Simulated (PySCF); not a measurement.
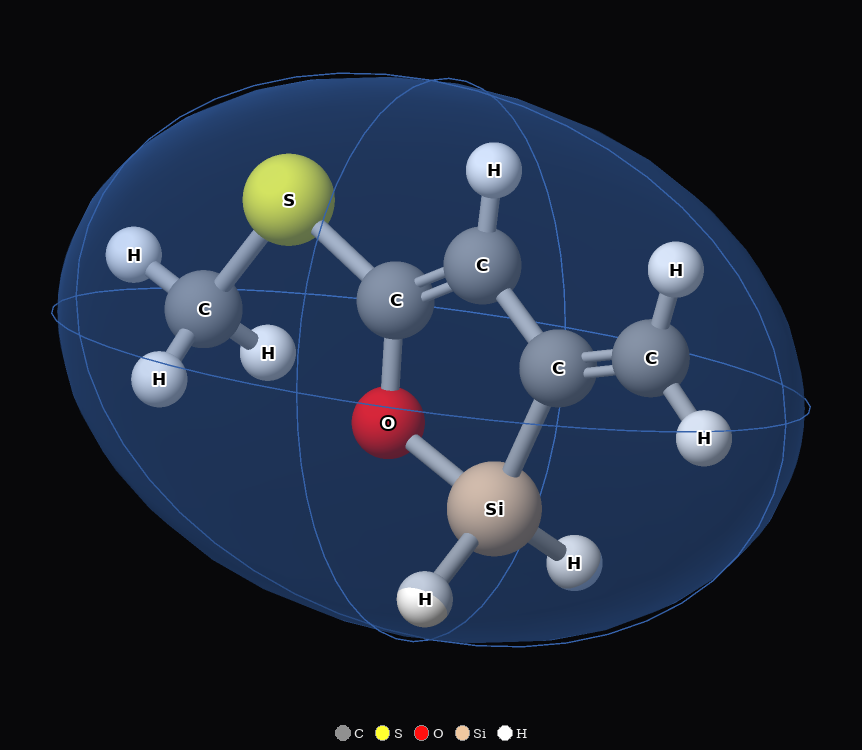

The ellipsoid shows the static dipole polarisability: its half-axes are proportional to the principal values. The computed structure is the end point of a GFN2-xTB optimisation. No frequency run is at hand to confirm it as a minimum. Computed with ωB97X-D/def2-SVPD (PySCF 2.14.0).

Give the principal values, the mean and the anisotropy.

Principal values 74.3, 103.1, 168.4 bohr³; mean 115.3 bohr³ (17.08 Å³); anisotropy 83.5 bohr³, so the longest axis is 2.27 times the shortest.

The geometry is semi-empirical. Around Si such bond lengths and angles can be off by a tenth of an ångström or more and by several degrees, and values that hang on the shape move with them.
